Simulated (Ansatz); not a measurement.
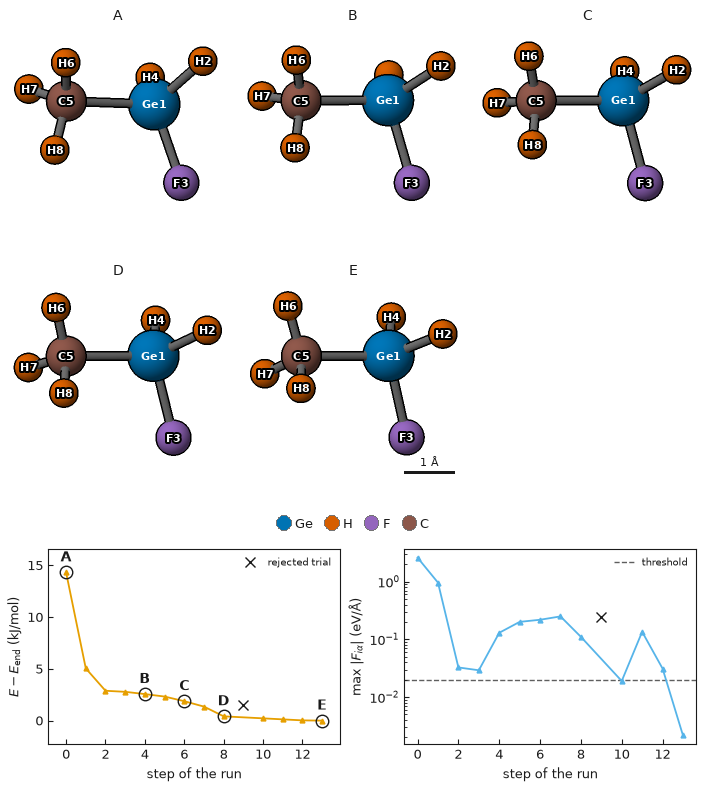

Frames of a relaxation of CH5FGe, marked on the history of the run. A ball-and-stick model, seen at a tilt.

The run prepares the start of a later molecular dynamics calculation, from a guessed geometry.

Computed with RKS BHLYP-D4/def2-SVP in Ansatz. (no spin polarisation; force threshold 0.02 eV/Å; at most 40 steps)

> What happens along the run?

The largest move after the best rigid fit is that of H7, 0.60 Å. Largest moves by element: H 0.60 Å, F 0.41 Å, Ge 0.07 Å. C stays in place. Near-neighbour distances that change, for instance: Ge1–F3 1.680 → 1.739 Å, Ge1–C5 1.959 → 1.935 Å, Ge1–H2 1.550 → 1.530 Å, C5–H6 1.110 → 1.093 Å. Bond angles that change, for instance: H2–Ge1–F3 109.4° → 105.8°, H2–Ge1–C5 109.5° → 113.0°, F3–Ge1–C5 109.5° → 106.8°. Groups turn about Ge1–C5 by about 50°. The energy falls by 14.3 kJ/mol in 12 accepted moves (13 points after the start). The largest force component goes from 2.6 to 0.0022 eV/Å. The line search rejected the trial step at point 9 of the run. The forces were under the threshold at step 10, but the run went on from there. The run took 55 s on 1 thread of Intel(R) Xeon(R) Platinum 8259CL CPU @ 2.50GHz (Skylake/Cascade Lake) (shared host), peak memory 0.19 GiB. From step 0 to 4: H7 moves most (0.15 Å), energy −11.7 kJ/mol. From step 4 to 6: H atoms move most (0.14 Å), energy −0.69 kJ/mol. From step 6 to 8: H atoms move most (0.21 Å), energy −1.46 kJ/mol. From step 8 to 13: H atoms move most (0.13 Å), energy −0.41 kJ/mol.

```tsv
step	E − E(0), kJ/mol	largest force component, eV/Å	note
0	0.00	2.6053	
1	-9.27	0.9616	
2	-11.43	0.0326	
3	-11.53	0.0292	
4	-11.75	0.1300	
5	-11.99	0.2010	
6	-12.44	0.2186	
7	-12.96	0.2500	
8	-13.90	0.1106	
9	-12.80	0.2457	rejected
10	-14.09	0.0190	
11	-14.19	0.1352	
12	-14.29	0.0312	
13	-14.31	0.0022
```
